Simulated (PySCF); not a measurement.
**Cl$_{2}$GeH$_{4}$, SMILES `ClCl.[GeH4]`: what the electrons do**

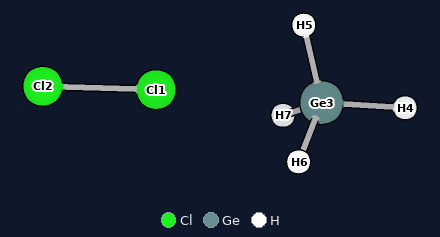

The molecule, with its atoms numbered as below. The pair's geometry is semi-empirical, so its contact may be too short or too long.

Coordinates in Å:

```
Cl1     -1.0238    0.0416    0.0007
Cl2     -3.0369   -0.0247   -0.0004
Ge3      1.9156   -0.0082   -0.0001
H4       3.3978   -0.0112    0.0034
H5       1.4481    1.1674    0.7843
H6       1.4377   -1.2725    0.6214
H7       1.4476    0.0891   -1.4095
```

Part 1: Bonding charge

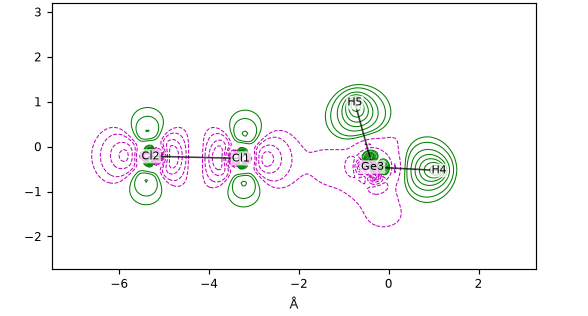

Deformation density (molecule less spherical, spin-averaged free atoms) in the plane of Cl1, Cl2, Ge3, H4 and H5; contours at ±0.05 to ±0.8 e/Å³; solid green lines: gain, dashed magenta lines: loss.

PySCF calculation, TPSS/aug-cc-pVDZ, gas phase; geometry: GFN2-xTB.

Question: Describe the bonding that the map shows.

Answer: Ge3–H5: +0.23 e/Å³ at the bond critical point (bond length 1.49 Å). Ge3–H4: +0.23 e/Å³ at the bond critical point (bond length 1.48 Å). Cl1–Cl2: +0.02 e/Å³ at the bond critical point (bond length 2.01 Å). In all, 1.7 electrons gather in the regions of gain relative to the promolecule. A small or negative value marks a very polar bond, one between electron-rich atoms, whose free-atom densities already overlap strongly, a long bond to a heavier atom, or a closed-shell contact such as a hydrogen bond.

Question: Where do the Hirshfeld charges lie?

Answer: The highest Hirshfeld charge is on Ge3 (+0.25 e), the lowest on H5, H6 and H7 (−0.07 e).

Part 2: Bond critical points

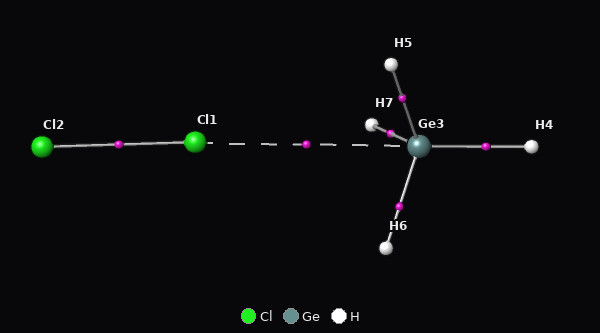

Molecular graph of the electron density (QTAIM): bond paths, bond critical points (magenta), ring points (cyan, if any); weak paths are dashed.

Question: How many critical points of each kind are there, and does the count close?

Answer: 7 nuclei, 6 bond, 0 ring and 0 cage critical points: 7 − 6 + 0 − 0 = 1, as the Poincaré–Hopf relation requires.

Question: Give the properties at the bond critical points.

Answer:
```json
{"bond": "Cl1–Cl2", "length (Å)": "2.014", "ρ (a.u.)": "0.148", "∇²ρ (a.u.)": "−0.04", "ε": "0.00", "H (a.u.)": "−0.081"}
{"bond": "Ge3–H4", "length (Å)": "1.482", "ρ (a.u.)": "0.143", "∇²ρ (a.u.)": "+0.12", "ε": "0.00", "H (a.u.)": "−0.087"}
{"bond": "Ge3–H6 (3 alike)", "length (Å)": "1.488", "ρ (a.u.)": "0.142", "∇²ρ (a.u.)": "+0.11", "ε": "0.00", "H (a.u.)": "−0.086"}
{"bond": "Cl1–Ge3", "length (Å)": "2.940", "ρ (a.u.)": "0.017", "∇²ρ (a.u.)": "+0.05", "ε": "0.04", "H (a.u.)": "+0.001"}
```

Question: What kind of interaction is Cl1–Cl2?

Answer: Shared-shell (covalent): ρ = 0.148, ∇²ρ = −0.04, H = −0.081 a.u.

Question: Are there bond paths between atoms that aren't covalently bonded?

Answer: Yes: Cl1–Ge3 (2.94 Å, ρ = 0.017).

Part 3: Electrostatic potential

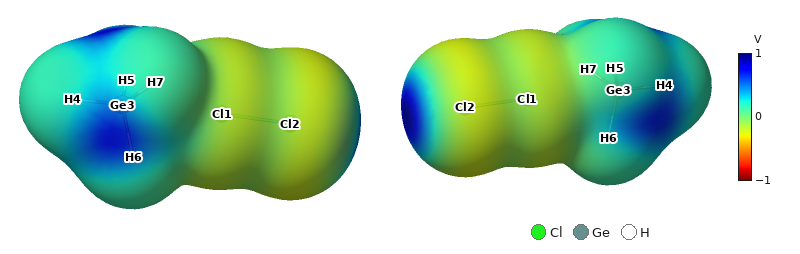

Electrostatic potential on the surface of electron density 0.001 a.u. (back view left, front view right).

Question: Where are the extremes of the potential on the surface?

Answer: Highest: 0.95 V, 1.9 Å from Cl2. Further maxima include 0.79 V, near H6 (2.08 Å), Ge3 (2.08 Å), H7 (2.11 Å) and H4 (2.15 Å), and at like points elsewhere; −0.07 V, off the Cl1–Cl2 bond (2.2 to 2.3 Å from its atoms). Lowest: −0.25 V, 2.1 Å from Cl2, and at like points elsewhere. Further minima include −0.21 V, 2.1 Å from Cl1; −0.20 V, 2.1 Å from Cl1. The surface is sampled at points, so like sites can differ by a few per cent and only the strongest of them is named.

Question: Does Cl2 carry a σ-hole?

Answer: Yes: a local maximum of +0.95 V lies on the extension of the Cl1–Cl2 bond.

Question: What volume does the surface enclose, and what is the dipole moment?

Answer: About 121 Å³; the dipole moment is 0.6 D.

The PySCF run shown took 30 s on 1 thread of Arm Neoverse V1, on a shared host.
